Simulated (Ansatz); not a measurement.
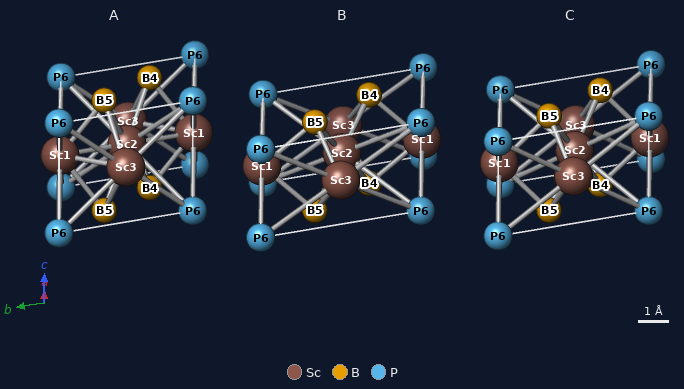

3 geometries from one relaxation of crystalline Sc₃B₂P (a generated structure, set up in P6/mmm) (coarse preliminary run), in shuffled order. The picture is a ball-and-stick view of the cell of the calculation, seen from a free direction.

Level of theory: DFT PBE, scalar-relativistic, plane waves, PAW (Ansatz). (plane-wave cutoff 420 eV; k-point mesh 6 × 6 × 4; occupations gaussian; smearing width 0.1 eV; no spin polarisation; cell and atoms relaxed; force threshold 0.04 eV/Å; at most 70 steps)

Order the frames from highest to lowest energy.

A, C, B. They are steps 0, 3, 10, at +3.177 eV per cell of the calculation, +0.479 eV per cell of the calculation relative to the last. The energy falls by 3.177 eV per cell of the calculation in 8 accepted moves (10 points after the start). All forces vanish by symmetry, so only the cell relaxes. Pressure: 8.09 GPa at the start and −0.03 GPa at the end. At 2 points the geometry stayed and the basis and grid were re-selected for the new cell (energy shift of 71.0 meV per cell of the calculation at most each time). The atoms keep their places relative to the cell (all moves are under 0.005 Å). The volume changes by +14.9 %, with a = b 5.223 → 6.249 Å (+19.6 %), c 3.925 → 3.151 Å (−19.7 %). Near-neighbour distances that change, for instance: Sc1–Sc1 3.925 → 3.151 Å, Sc1–Sc2 2.611 → 3.125 Å, Sc1–P6 3.267 → 3.499 Å, Sc1–B4 2.475 → 2.395 Å. Among the angles between lasting bonds that change: B4–Sc1–B4 104.9° → 82.3°, Sc1–B4–Sc1 104.9° → 82.3°, B4–Sc1–B5 75.1° → 97.7°. The space group stays P6/mmm (No. 191). Cost: 100 s on 1 thread of Intel(R) Xeon(R) Processor @ 2.50GHz (Skylake/Cascade Lake) (shared host), peak memory 0.42 GiB.

Limits of the set-up: the k-point mesh is coarse for a cell with partly filled bands.
